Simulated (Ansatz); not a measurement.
System: WAu.

Input file:

```
crystal:
  lattice:
    - [0.0, 2.90921, 2.90921]
    - [2.90921, 0.0, 2.90921]
    - [2.90921, 2.90921, 0.0]
  atoms:
    - { symbol: W, position: [0.0, 0.0, 0.0] }
    - { symbol: Au, position: [0.75, 0.75, 0.75] }
hamiltonian:
  xc: pbesol
  pseudopotentials: { kind: paw_fr }
magnetization:
  noncollinear: true
  spin_orbit: true
kpoints:
  mp_grid: { grid: [6, 6, 6] }
scf:
  occupations: { method: fermi_dirac, width: 0.05 }
output:
  forces: true
  stress: true
  eigenvalues: true
  write_density: true
  write_potential: true
  elf: true
  volumetric_format: npy
relax:
  f_tol: 0.01
  max_steps: 40
  cell: { stress_tol: 0.05 }
```

Run with:

```sh
ansatz run input.yaml --threads 2 --pin off --max-ram 5632MiB --backend cpu --events-out ev --progress --plain --runs-dir out
```

Below, planes, directions and counts refer to the conventional cell (a = 5.74 Å, b = 5.74 Å, c = 5.74 Å, α = 90.00°, β = 90.00°, γ = 90.00°).

The fields are those of the run's last geometry, not of the input's.

Space group F-43m; a generated structure, not necessarily the stable one.

The calculation used Ansatz, Kohn-Sham DFT of a periodic cell, PBEsol, spin-orbit coupling, Ansatz PAW.

### What can the converged valence pseudo-density and electron localisation function tell about the bonding?

W–Au (2.49 Å): the density is about 0.68 e/Å³ at the midpoint; the ELF is about 0.40 at the midpoint.

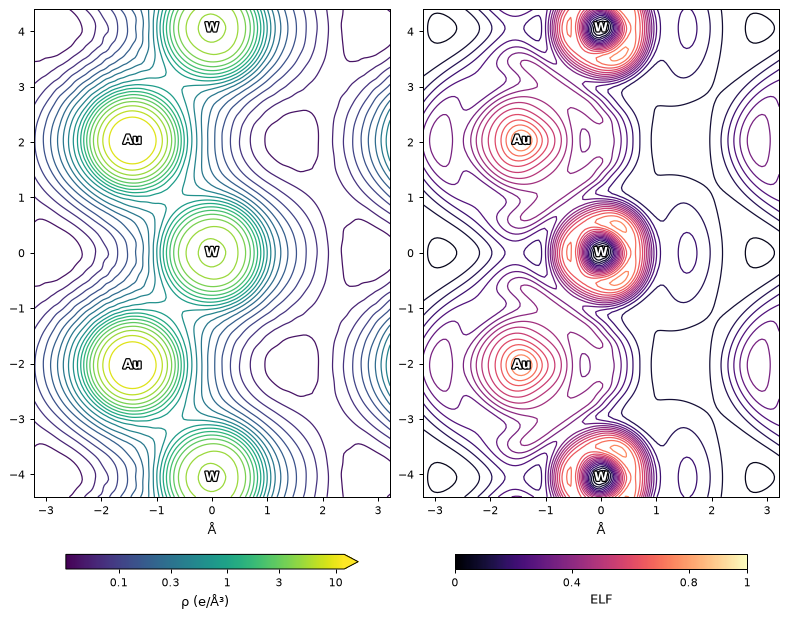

Computed valence pseudo-density and electron localisation function on the (011) plane of the conventional cell, in this order. 
